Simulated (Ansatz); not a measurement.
The calculation's input:

```
crystal:
  periodic: [false, false, false]
  atoms:
    - {symbol: Li, position_ang: [-1.443735, -2.119613, -1.721020]}
    - {symbol: Li, position_ang: [-0.000355, 0.000278, -0.000048]}
    - {symbol: Li, position_ang: [1.444090, 2.119325, 1.721067]}
basis:
  gaussian: {orbitals: def2-TZVPD, initial_orbitals: start.molden}
total_charge: -1
hamiltonian: {xc: pbe0}
output: {orbitals: {seedname: orbitals}}
```

Launched as:

```sh
ansatz run in.yaml --threads 4 --pin off --events-out ev --progress --plain --max-ram 3916MiB
```

Geometry: r2SCAN/def2-TZVPD.

All numbers below come from RKS PBE0/def2-TZVPD in Ansatz 0.2.0.

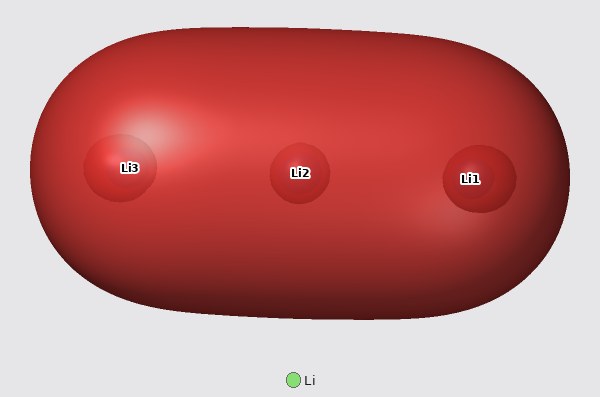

Li···Li···Li (charge −1). The HOMO−1 at ±0.04 Å⁻³ᐟ² (red and blue are the two phases), seen from one side.

### Where does this orbital lie, and at what energy?

By Hirshfeld shares it lies mainly on Li2 (about 40 %), Li1 (about 30 %) and Li3 (about 30 %); it is of σ type; it is gerade (even under inversion). Its energy is −0.76 eV.
